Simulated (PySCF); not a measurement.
# C₅H₁₀O₂Si (SMILES C=CCCC(=O)O[SiH3]): what the fields show

The calculation's input:

```
{"job": {"kind": "uv", "xc": "CAM-B3LYP", "basis": "def2-SVPD", "nstates": 8, "ntriplets": 3}, "charge": 0, "multiplicity": 1}
C     -1.538391     1.449007    -0.787789
C     -1.613553     0.576280     0.198571
C     -1.615212    -0.908238     0.011851
C     -0.381615    -1.550388     0.674421
C      0.853226    -0.988414     0.015748
O      1.350276    -1.423224    -0.988881
O      1.328181     0.082149     0.635266
Si     2.580881     0.985390     0.020570
H     -1.529661     2.511069    -0.612023
H     -1.487092     1.134273    -1.817546
H     -1.657499     0.913097     1.226147
H     -2.511682    -1.336216     0.468824
H     -1.616834    -1.152374    -1.051894
H     -0.406578    -2.630316     0.526717
H     -0.363405    -1.315851     1.738871
H      2.602057     2.016730     1.047830
H      2.209489     1.473708    -1.301028
H      3.788655     0.169635    -0.017314
```

Run with:

```sh
OMP_NUM_THREADS=1 python probes_run.py task.json out
```

Geometry: GFN2-xTB.

These are results of PySCF, CAM-B3LYP/def2-SVPD, SCF density, gas phase, not measurements.

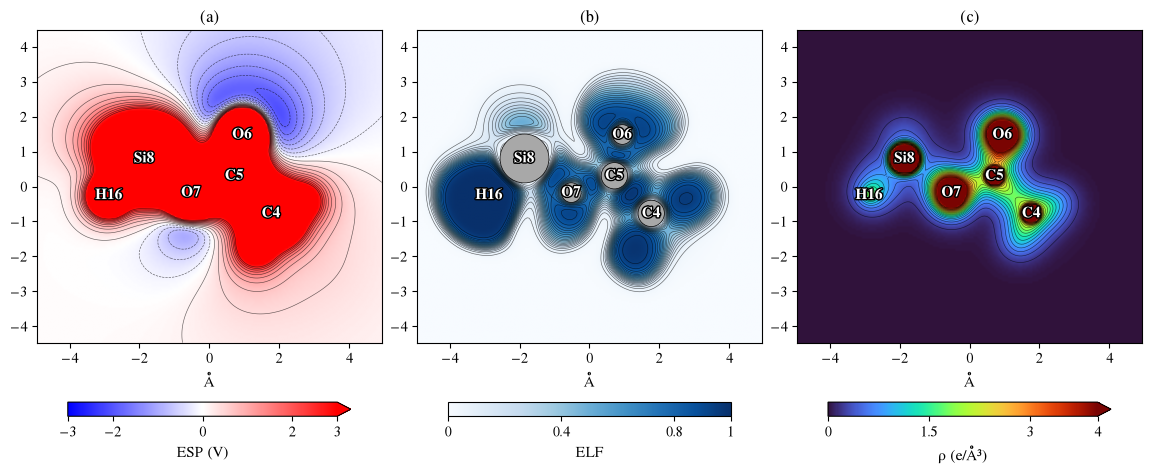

Figure 1. (a) molecular electrostatic potential; (b) ELF; (c) total electron density on the plane of atoms O6, C5 and O7. Grey discs cover the atomic cores in the ELF map.

> Describe what can be read from this map.

Atoms in the plane: C, O, Si and H.
C–O (1.20 Å): ρ at the midpoint is about 3.4 e/Å³; the ELF peaks at about 0.85 between the atoms; a multiple bond.
Si–O (1.66 Å): ρ at the midpoint is about 1.1 e/Å³; the ELF peaks at about 0.90 between the atoms; a shared but strongly polarised pair.
C–O (1.32 Å): the density is about 2.5 e/Å³ at the midpoint; the ELF peaks at about 0.90 between the atoms; a polar covalent bond.
C–C (1.51 Å): ρ is about 1.8 e/Å³ halfway; the ELF peaks at about 1 between the atoms: localised, covalent bonding.
Si–H (1.46 Å): ρ is about 0.82 e/Å³ halfway; the ELF climbs to about 1 towards the hydrogen, as it does in any bond to H.
The ELF also peaks beside O7 and O6, away from the bonds: lone-pair regions.
Outside the dense part of the molecule the potential is most negative (−2.1 V) near O6.

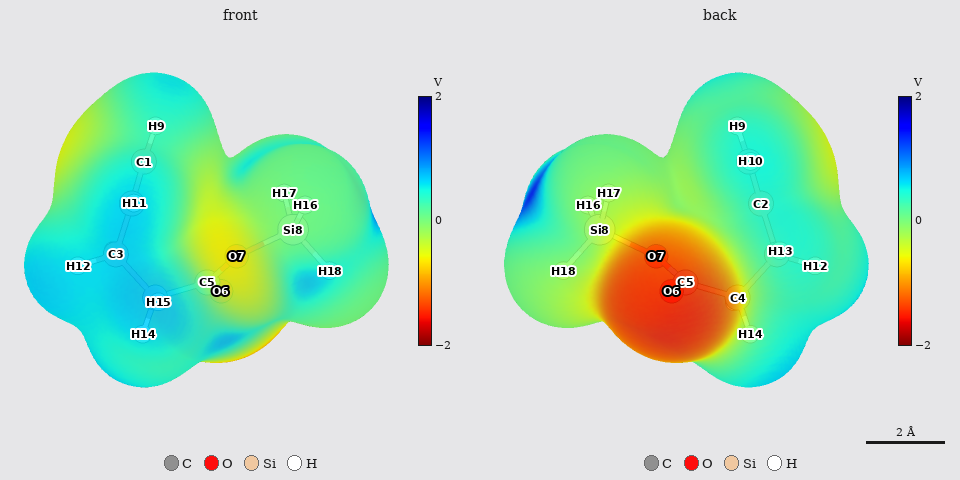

Figure 2. The molecular electrostatic potential painted on the density surface at 0.001 e/bohr³, seen from the front and from behind; red is negative and blue positive.

> Which sites attract a positive test charge, and which a negative one?

A positive charge is drawn to the negative regions and a negative charge to the positive ones. The most negative region (about −1.5 V) lies over O6, the most positive (about +1.2 V) over Si8. O6 is the likeliest acceptor of a hydrogen bond.
